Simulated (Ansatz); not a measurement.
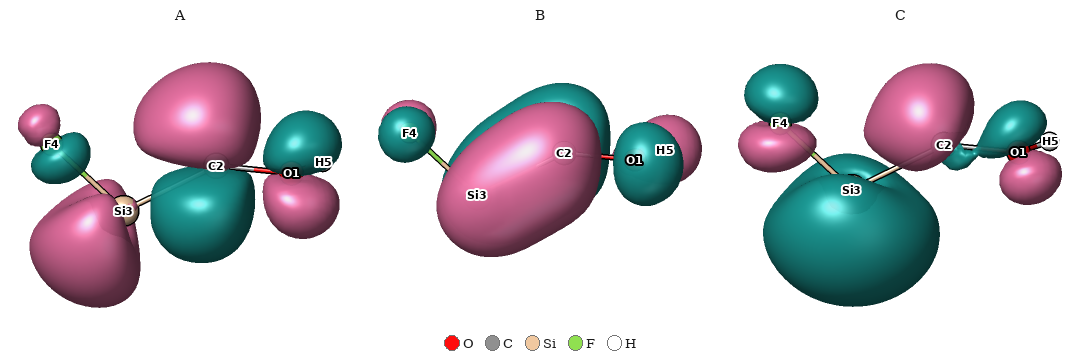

Figure. CHFOSi (SMILES OC#[Si]F). Three frontier orbitals at ±0.1 Å⁻³ᐟ² (teal and pink are the two phases), in no order.

Level of theory: Ansatz, RKS PBE/def2-SVP.

Input file:

```
crystal:
  periodic: [false, false, false]
  atoms:
    - { symbol: O, position_ang: [0.58927, 1.42145, 0.34728] }
    - { symbol: C, position_ang: [-0.07017, 0.27013, 0.42258] }
    - { symbol: Si, position_ang: [0.08645, -1.20741, -0.45024] }
    - { symbol: F, position_ang: [-0.71334, -2.57814, -0.15736] }
    - { symbol: H, position_ang: [0.10779, 2.09397, -0.16226] }
basis:
  gaussian: { orbitals: def2-SVP }
hamiltonian:
  xc: pbe
relax:
  f_tol: 0.015
  max_steps: 40
output:
  orbitals: {}
```

Run with:

```sh
ansatz run input.yaml --threads 1 --pin off --max-ram 2048MiB --backend cpu --events-out ev --progress --plain --runs-dir out
```

The fields are those of the run's last geometry, not of the input's.

> Order the three orbitals by energy and name them.

C is the HOMO−1 (−6.12 eV). By Hirshfeld shares it lies mainly on Si3 (about 60 %), C2 (about 20 %), F4 (about 10 %) and O1 (about 5 %). B is the HOMO (−4.95 eV). By Hirshfeld shares it lies mainly on C2 (about 50 %), Si3 (about 35 %) and O1 (about 10 %); π-bonding across C2–Si3. A is the LUMO (−3.67 eV). Its weight (Hirshfeld) is mainly on C2 (about 45 %), Si3 (about 30 %) and O1 (about 20 %).

> What is the HOMO–LUMO gap?

1.28 eV between the orbital energies.
